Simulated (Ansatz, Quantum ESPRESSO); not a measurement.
# Au (fcc): bulk modulus from a few volumes

How stiff is fcc Au under hydrostatic load? Each row relaxes cell and atoms at a set pressure. The phase is followed to these pressures whether or not it stays the stable one.

Calculated with Quantum ESPRESSO 7.5, PBEsol, GBRV 1.5 ultrasoft potentials, cutoff 680 eV, Fermi–Dirac smearing 0.05 eV, k-mesh 18×18×18, no spin polarisation, no spin-orbit coupling.

Reference cell, relaxed at zero pressure with PBEsol (Fm-3m): a = 2.8852 Å, b = 2.8852 Å, c = 2.8852 Å, α = 60.00°, β = 60.00°, γ = 60.00°.

```
atom       x       y       z
  Au  0.0000  0.0000  0.0000
```

| V (Å³/atom) | V/V0 | P (GPa) | E − E0 (meV/atom) |
| --- | --- | --- | --- |
| 17.3975 | 1.0244 | −3.995 | 5.2 |
| 16.5405 | 0.9740 | 5.004 | 6.8 |
| 16.1677 | 0.9520 | 9.980 | 24.2 |
| 15.8421 | 0.9328 | 14.969 | 49.6 |
| 15.0565 | 0.8866 | 29.961 | 158.1 |

V0 = 16.9826 Å³ an atom, where the residual pressure P0 is −0.014 GPa. **Question.** Fit the Birch–Murnaghan law and give the pressure and the energy at V = 15.5519 Å³ an atom, a row left out above.

With the Eulerian strain f = ½[(V0/V)^(2/3) − 1] and F = (P − P0)/[3f(1 + 2f)^(5/2)], the third-order law is the line F = B0 + (3/2) B0 (B′ − 4) f.

| f | F (GPa) |
| --- | --- |
| 0.04178 | 195.67 |
| 0.02372 | 187.53 |
| 0.01666 | 184.19 |
| 0.00887 | 180.46 |
| −0.00798 | 173.09 |

A straight line through the 5 rows: the means are 0.01661 for f and 184.19 for F, Σ(Δx)² = 0.001349 and ΣΔxΔy = 0.6145, so the slope is 0.6145/0.001349 = 455.65 and the intercept 184.19 − (455.65)(0.01661) = 176.62.

Hence B0 = 176.6 GPa and B′ = 4 + (455.7)/(1.5 × 176.6) = 5.72. For the withheld volume f = 0.03021, F = 190.39 GPa and P = 19.97 GPa. The run itself gives 19.98 GPa, so the estimate misses by 0.01 GPa, a rounding's worth.

Integrating the same law gives E − E0 = (9/2) B0 V0 f²[1 + (B′ − 4) f] + P0(V0 − V), with 1 GPa Å³ = 6.2415 meV: 80.8 meV an atom. The run itself gives 81.2 meV, so the estimate misses by 0.4 meV; the fitted rows themselves lie up to 0.7 meV off the law.

The same fit over all rows at other levels or in other programs gives B0 = 175 GPa with PBEsol (Ansatz).

Measured bulk modulus: 166 GPa (arxiv:2302.10659), against 177 GPa here (+6 %).

The calculation is for a static lattice, while measurements hold thermal and zero-point motion.

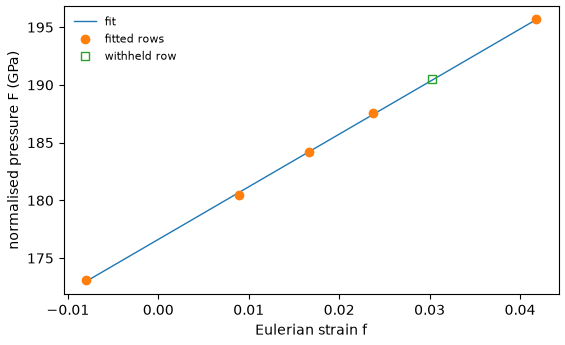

The fitted law, the rows behind it and the withheld row.

[Logs are printed without paths, hosts, clocks, repeated set-up lines and the standing remarks that a program may print on its own settings, such as how far it seeks lower states.]
